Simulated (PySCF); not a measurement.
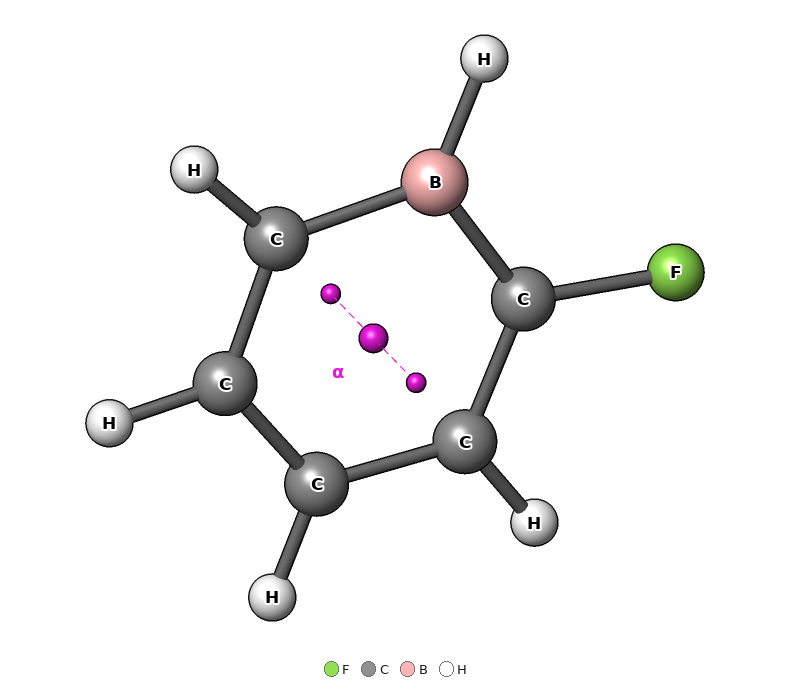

The small points mark where nucleus-independent chemical shifts (NICS) were computed: at the centre of each lettered ring and 1 Å above and below it. Charge −1, singlet. Computed geometry: GFN2-xTB optimisation. No frequency run is at hand to confirm it as a minimum. Properties computed with GIAO PBE0/pcSseg-1 NMR shielding, non-relativistic, gas phase (PySCF 2.14.0).

Give NICS(0), NICS(1) and the out-of-plane component NICS(1)zz for each ring (means of the two sides).

| ring | members | NICS(0) | NICS(1) | NICS(1)zz |
| --- | --- | --- | --- | --- |
| α | C5B | −9.7 | −10.0 | −26.9 |

Values in ppm.

> What do the values say about the ring currents?

Ring α: diatropic, as in an aromatic ring. NICS is one index among several.

The geometry is semi-empirical. Around B such bond lengths and angles can be off by a tenth of an ångström or more and by several degrees, and values that hang on the shape move with them.
